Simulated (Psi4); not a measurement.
# HF/3-21G run of C4F6 (hexafluoro-1,3-butadiene)

Aim: the vertical ionisation energy of C4F6 (hexafluoro-1,3-butadiene) at HF/3-21G, from 2 runs. 

The calculation is run with Psi4 1.11.

## (1) Starting point

C4F6 has 10 atoms, charge 0, and is taken as a singlet. SMILES: `FC(F)=C(F)C(F)=C(F)F`. The shape is that of a PBE0-D4/def2-TZVP optimisation. This is one conformer, not always the lowest.

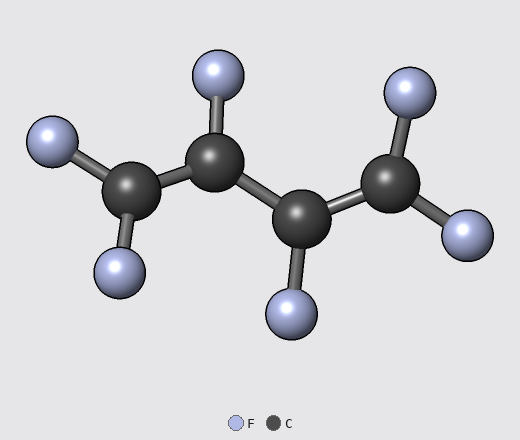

Viewed from a chosen angle; fluorine light blue, carbon dark grey.

## (2) Energy and gradient at HF/3-21G

Contents of c4f6.in:

```
memory 2200 mb

molecule mol {
  0 1
  F     -2.053810     1.662800     1.377130
  C     -0.968210     0.957120     1.216850
  F     -0.221410     0.945930     2.287420
  C     -0.667650     0.310880     0.093330
  F     -1.492030     0.446590    -0.950910
  C      0.469880    -0.568880    -0.081660
  F      0.861420    -1.269360     0.988150
  C      1.122480    -0.755840    -1.225950
  F      0.870130    -0.099570    -2.325770
  F      2.079220    -1.629640    -1.378580
  units angstrom
  symmetry c1
}

set {
  puream true
  e_convergence 1e-09
  d_convergence 1e-08
  scf_type pk
}

e, wfn = gradient('scf/3-21G', return_wfn=True)
oeprop(wfn, 'QUADRUPOLE', 'DIPOLE', 'LOWDIN_CHARGES')
print_variables()
```

The run is started by

```
$ psi4 -n 1 c4f6.in c4f6.out
```

c4f6.out:

```text
[...]
  Running in c1 symmetry.
[...]
  Nuclear repulsion =  564.449320957718328
[...]
  Multiplicity = 1
[...]
  Nalpha       = 39
  Nbeta        = 39
[...]
    Number of basis functions: 90
[...]
   @RHF iter   1:  -743.80861857905631   -6.43139e-01   5.69972e-03 ADIIS/DIIS
[...]
   @RHF iter  13:  -743.94421727732129   -1.25056e-12   3.47778e-09 DIIS
[...]
    Orbital Energies [Eh]
    ---------------------
    Doubly Occupied:
       1A    -26.257609     2A    -26.257381     3A    -26.254028
       4A    -26.253967     5A    -26.220351     6A    -26.219935
       7A    -11.420064     8A    -11.419817     9A    -11.331469
      10A    -11.331171    11A     -1.741556    12A     -1.740669
      13A     -1.673971    14A     -1.672140    15A     -1.663238
      16A     -1.656146    17A     -1.160846    18A     -1.095008
      19A     -0.933061    20A     -0.887789    21A     -0.856668
      22A     -0.829381    23A     -0.815368    24A     -0.798613
      25A     -0.796248    26A     -0.787793    27A     -0.741578
      28A     -0.725080    29A     -0.711459    30A     -0.707983
      31A     -0.705839    32A     -0.704203    33A     -0.696226
      34A     -0.681058    35A     -0.677908    36A     -0.672019
[...]
  @RHF Final Energy:  -743.94421727732129
   => Energetics <=
    Nuclear Repulsion Energy =            564.4493209577183279
    One-Electron Energy =               -2155.7147317011931591
    Two-Electron Energy =                 847.3211934661535452
    Total Energy =                       -743.9442172773212860
[...]
  -Total Gradient:
     Atom            X                  Y                   Z
    ------   -----------------  -----------------  -----------------
       1        0.019382372218    -0.013395179046    -0.002164267319
       2       -0.016638652183     0.032215263054     0.047882555102
       3       -0.013322150072     0.001510248112    -0.017519107300
       4       -0.007246542505    -0.012961175419    -0.038611592215
       5        0.011550608439    -0.002233731341     0.017599306762
       6       -0.008926630525    -0.008136070327     0.039556848715
       7       -0.005932804820     0.009556646015    -0.017931459195
       8        0.033328266856    -0.010461696415    -0.048849945179
       9        0.005695175562    -0.011457695000     0.017961935015
      10       -0.017889642971     0.015363390365     0.002075725613
[...]
 Multipole Moments:
 ------------------------------------------------------------------------------------
     Multipole            Electronic (a.u.)      Nuclear  (a.u.)        Total (a.u.)
 ------------------------------------------------------------------------------------
 L = 1.  Multiply by 2.5417464519 to convert [e a0] to [Debye]
 Dipole X            :          0.1046536           -0.0304044            0.0742492
 Dipole Y            :          0.1365379           -0.0396456            0.0968923
 Dipole Z            :         -0.0061731            0.0017932           -0.0043800
 Magnitude           :                                                    0.1221485
 L = 2.  Multiply by 1.3450342976 to convert [e a0^2] to [Debye ang]
 Quadrupole XX       :       -497.7161249          457.1825013          -40.5336236
 Quadrupole XY       :        335.6199087         -332.9443403            2.6755684
[...]
```

It took 4.2 s on 1 thread of AMD EPYC 7R43 (Zen 3), shared host; peak memory 0.3 GiB.

## (3) The doublet cation, same level

Contents of calc.inp:

```
memory 2200 MB

molecule {
  1 2
  F     -2.053810     1.662800     1.377130
  C     -0.968210     0.957120     1.216850
  F     -0.221410     0.945930     2.287420
  C     -0.667650     0.310880     0.093330
  F     -1.492030     0.446590    -0.950910
  C      0.469880    -0.568880    -0.081660
  F      0.861420    -1.269360     0.988150
  C      1.122480    -0.755840    -1.225950
  F      0.870130    -0.099570    -2.325770
  F      2.079220    -1.629640    -1.378580
  symmetry c1
  no_reorient
  no_com
}

set globals {
  reference uhf
  puream true
  e_convergence 1e-09
  d_convergence 1e-08
  scf_type pk
  maxiter 100
}

energy_value, wavefunction = gradient('hf/3-21G', return_wfn=True)
```

The run is started by

```
$ psi4 -i calc.inp -o calc.out -n 1
```

calc.out, shortened:

```text
[...]
  Running in c1 symmetry.
[...]
  Nuclear repulsion =  564.449320957718328
[...]
  Multiplicity = 2
[...]
  Nalpha       = 39
  Nbeta        = 38
[...]
    Number of basis functions: 90
[...]
   @UHF iter   1:  -743.39898824037505   -2.33509e-01   6.71999e-03 ADIIS/DIIS
[...]
   @UHF iter  16:  -743.60259370663675   -8.07177e-12   9.02122e-09 DIIS
[...]
   @S^2 Observed:                8.029658756E-01
[...]
  @UHF Final Energy:  -743.60259370663675
   => Energetics <=
    Nuclear Repulsion Energy =            564.4493209577183279
    One-Electron Energy =               -2136.8930248485562515
    Two-Electron Energy =                 828.8411101842011703
    Total Energy =                       -743.6025937066367533
  UHF NO Occupations:
  HONO-2 :   37  A 1.9996532
  HONO-1 :   38  A 1.9746928
[...]
 Multipole Moments:
 ------------------------------------------------------------------------------------
     Multipole            Electronic (a.u.)      Nuclear  (a.u.)        Total (a.u.)
 ------------------------------------------------------------------------------------
 L = 1.  Multiply by 2.5417464519 to convert [e a0] to [Debye]
 Dipole X            :         -0.1303738            0.2469494            0.1165756
 Dipole Y            :         -0.1699055            0.3220660            0.1521606
 Dipole Z            :          0.0075293           -0.0143997           -0.0068704
 Magnitude           :                                                    0.1918070
[...]
  -Total Gradient:
     Atom            X                  Y                   Z
    ------   -----------------  -----------------  -----------------
       1       -0.012001256342     0.007656205882     0.009804913356
       2        0.017257024221    -0.019381993608    -0.056787152543
       3        0.002264087651     0.004423826535     0.014599738546
       4       -0.040817196766     0.047263699437     0.054168576789
       5       -0.006813775877    -0.008330363101    -0.002176338921
       6        0.053859676539    -0.030242627903    -0.054946700927
       7       -0.006157642356    -0.008601200093     0.002941553508
       8       -0.020704486621     0.014866523998     0.057006564042
       9        0.003036981738     0.002494174563    -0.014920333634
      10        0.010076587814    -0.010148245709    -0.009690820215
[...]
```

It took 4.5 s on 1 thread of AMD EPYC 7R43 (Zen 3), shared host; peak memory 0.3 GiB.

## (4) Results

Level: HF/3-21G.

| quantity | value |
| --- | --- |
| singlet C4F6: total energy | -743.94422 Eh |
| singlet C4F6: dipole moment | 0.31 D |
| singlet C4F6: HOMO energy | -10.03 eV |
| singlet C4F6: LUMO energy | 2.59 eV |
| singlet C4F6: HOMO–LUMO gap | 12.61 eV |
| singlet C4F6: largest force on an atom | 3.088 eV/Å |
| doublet cation: total energy | -743.60259 Eh |
| doublet cation: HOMO energy (highest over α and β) | -17.51 eV |
| doublet cation: LUMO energy (lowest over α and β) | -8.57 eV |
| doublet cation: ⟨S²⟩ | 0.803 |
| doublet cation: largest force on an atom | 4.251 eV/Å |
| vertical ionisation energy (to the doublet cation) | 9.296 eV |

What this shows: Removing an electron at fixed nuclei costs 9.30 eV (214 kcal/mol). The largest force (singlet C4F6) is 3.09 eV/Å: the shape isn't a stationary point for this species at this level. −ε(HOMO) before ionisation, 10.03 eV, is 0.73 eV above this ionisation energy.
